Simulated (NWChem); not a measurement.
**B3LYP/6-31G(d) (spherical functions) run of C2H2Cl2Si (SMILES C#C[SiH](Cl)Cl)**

Wanted: a structure relaxation of C2H2Cl2Si. 

Program for the calculation: NWChem 7.3.0.

## 1. The system as given

C2H2Cl2Si: 7 atoms, total charge 0, spin state singlet. As SMILES, `C#C[SiH](Cl)Cl`. The shape is that of a PBE0-D4/def2-TZVP optimisation. The run starts from this shape.

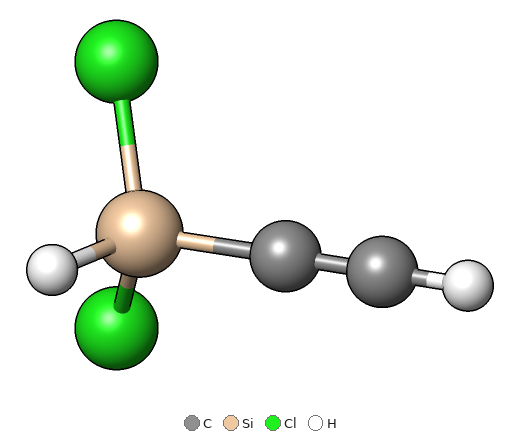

Viewed from a chosen angle; carbon grey, silicon light orange, chlorine green, hydrogen white.

## 2. A geometry optimisation at B3LYP/6-31G(d) (spherical functions)

sp.nw

```
start sp
title "C2H2Cl2Si optimise"
memory total 2200 mb

geometry
C     0.222100   -0.669300    1.881600
C     0.127700   -0.285200    0.743200
Si    0.012700    0.282700   -0.968900
Cl   -1.510600   -0.698400   -1.899200
Cl   -0.353700    2.286200   -0.986900
H     0.302500   -1.008200    2.889500
H     1.260700    0.024000   -1.705100
end

basis spherical bse
* library 6-31G*
end

dft
xc b3lyp
grid fine
convergence energy 1e-07
maxiter 100
mulliken
print low
end

driver
maxiter 60
end

freq
temp 2 298.15 500
end

task dft optimize
task dft frequencies
```

Run with:

```bash
$ nwchem sp.nw > sp.out
```

The program printed:

```text
[...]
 d= 0,ls=0.0,diis     1  -1287.2554917272 -1.60D+03  1.46D-02  5.64D-01     3.5
[...]
         Total DFT energy =    -1287.326970892332
[...]
@    0   -1287.32697089  0.0D+00  0.01832  0.00493  0.00000  0.00000     29.6
[...]
         Total DFT energy =    -1287.327493973166
[...]
@    1   -1287.32749397 -5.2D-04  0.01054  0.00271  0.01355  0.02992     53.6
[...]
@    2   -1287.32771097 -2.2D-04  0.00096  0.00030  0.00886  0.02305     93.8
[...]
         Total DFT energy =    -1287.327720245784
[...]
@    3   -1287.32772025 -9.3D-06  0.00052  0.00013  0.00272  0.00565    124.4
[...]
         Total DFT energy =    -1287.327720978677
[...]
         Total DFT energy =  -1287.327720978677
                         DFT ENERGY GRADIENTS
    atom               coordinates                        gradient
                 x          y          z           x          y          z
   1 C      -0.004922   5.483997  -0.589641   -0.000000   0.000062   0.000034
   2 C      -0.003080   3.272377   0.019477   -0.000000   0.000079  -0.000055
   3 Si     -0.000061  -0.003494   0.997347   -0.000001  -0.000180   0.000108
   4 Cl     -3.185494  -1.783691  -0.385255   -0.000024   0.000002  -0.000047
   5 Cl      3.188881  -1.777552  -0.385086    0.000026   0.000003  -0.000048
   6 H      -0.006510   7.427738  -1.135674    0.000001  -0.000031  -0.000014
   7 H       0.000082  -0.253078   3.769395   -0.000000   0.000065   0.000022
[...]
@    4   -1287.32772098 -7.3D-07  0.00012  0.00003  0.00055  0.00117    141.2
[...]
      Optimization converged
[...]
@    4   -1287.32772098 -7.3D-07  0.00012  0.00003  0.00055  0.00117    141.2
[...]
 d= 0,ls=0.0,diis     2  -1287.3277209842 -1.41D-11  3.77D-07  1.30D-09   147.0
         Total DFT energy =    -1287.327720984232
      One electron energy =    -2382.948962319580
           Coulomb energy =      879.629872542314
    Exchange-Corr. energy =      -89.095474585496
 Nuclear repulsion energy =      305.086843378530
[...]
 Zero-Point correction to Energy  =   19.879 kcal/mol  (  0.031680 au)
 Thermal correction to Energy     =   28.689 kcal/mol  (  0.045719 au)
 Thermal correction to Enthalpy   =   29.682 kcal/mol  (  0.047301 au)
 Total Entropy                    =   94.935 cal/mol-K
   - Translational                =   42.907 cal/mol-K (mol. weight = 123.9303)
   - Rotational                   =   29.853 cal/mol-K (symmetry #  =        1)
   - Vibrational                  =   22.175 cal/mol-K
 Cv (constant volume heat capacity) =   25.876 cal/mol-K
   - Translational                  =    2.979 cal/mol-K
   - Rotational                     =    2.979 cal/mol-K
   - Vibrational                    =   19.918 cal/mol-K
[...]
 Normal Eigenvalue ||           Projected Infra Red Intensities
  Mode   [cm**-1]  || [atomic units] [(debye/angs)**2] [(KM/mol)] [arbitrary]
 ------ ---------- || -------------- ----------------- ---------- -----------
    1        0.000 ||    0.000180           0.004         0.175       0.035
    2        0.000 ||    0.000562           0.013         0.547       0.110
    3        0.000 ||    0.000181           0.004         0.176       0.035
    4        0.000 ||    0.000044           0.001         0.043       0.009
    5        0.000 ||    0.000889           0.021         0.867       0.174
    6        0.000 ||    0.000003           0.000         0.003       0.001
    7      111.555 ||    0.000385           0.009         0.376       0.075
    8      148.969 ||    0.003630           0.084         3.539       0.710
    9      185.393 ||    0.001700           0.039         1.658       0.333
   10      333.102 ||    0.009176           0.212         8.945       1.795
   11      342.932 ||    0.021680           0.500        21.134       4.240
   12      501.503 ||    0.051290           1.183        50.000      10.032
   13      581.151 ||    0.154379           3.562       150.497      30.196
   14      677.685 ||    0.102156           2.357        99.587      19.981
[...]
```

Wall time 5.8 min (1 thread of Intel Xeon Platinum 8259CL at 2.50GHz (Skylake/Cascade Lake), shared host); peak memory 0.18 GiB.

Steps, from the record of the run:

```tsv
step	energy from the first frame kept (eV)
0	0.0000
1	-0.0142
2	-0.0201
3	-0.0204
4	-0.0204
```

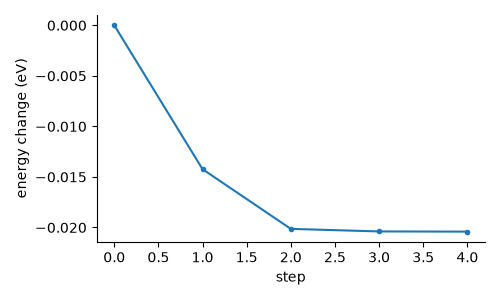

Energy along the run.

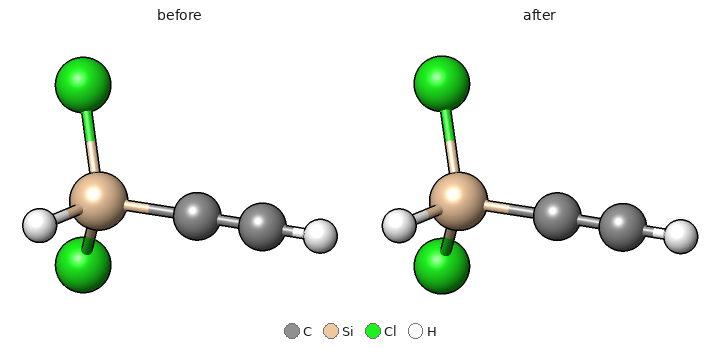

Before and after, at one scale.

After the run. Bond lengths: C1–C2 1.214 Å, C2–Si3 1.809 Å, Si3–Cl4 2.065 Å, Si3–Cl5 2.065 Å, C1–H6 1.068 Å, Si3–H7 1.473 Å. Angles: C1–C2–Si3 178.8°, C2–Si3–Cl4 109.6°, C2–Si3–Cl5 109.6°, Cl4–Si3–Cl5 109.5°, C2–C1–H6 179.7°, C2–Si3–H7 111.8°, Cl4–Si3–H7 108.2°, Cl5–Si3–H7 108.2°.

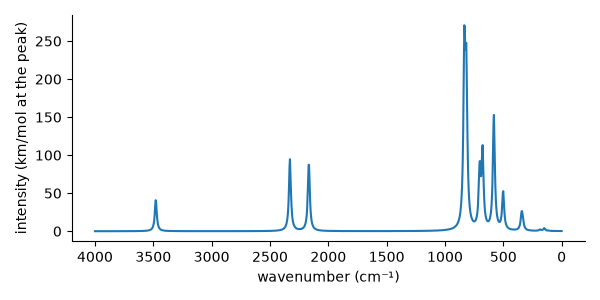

Harmonic infrared spectrum, unscaled, lines broadened by 10 cm⁻¹.

## 3. Summary of results

At B3LYP/6-31G* (spherical functions):

```
                                                 quantity             value
                                  total energy at the end    -1287.32772 Eh
                               lowest harmonic wavenumber          112 cm⁻¹
                              highest harmonic wavenumber         3479 cm⁻¹
                                        zero-point energy       83.2 kJ/mol
ideal-gas entropy at 298.15 K (symmetry number 1 as used)  81.7 cal/(mol K)
```

What this shows: At the final geometry: Bond lengths: C1–C2 1.214 Å, C2–Si3 1.809 Å, Si3–Cl4 2.065 Å, Si3–Cl5 2.065 Å, C1–H6 1.068 Å, Si3–H7 1.473 Å. Angles: C1–C2–Si3 178.8°, C2–Si3–Cl4 109.6°, C2–Si3–Cl5 109.6°, Cl4–Si3–Cl5 109.5°, C2–C1–H6 179.7°, C2–Si3–H7 111.8°, Cl4–Si3–H7 108.2°, Cl5–Si3–H7 108.2°. All 15 modes are real, so the shape is a minimum at this level. The optimisation took 5 steps and changed the energy by -0.020 eV. Mulliken charges run from -0.22 on Cl5 to +0.46 on Si3.
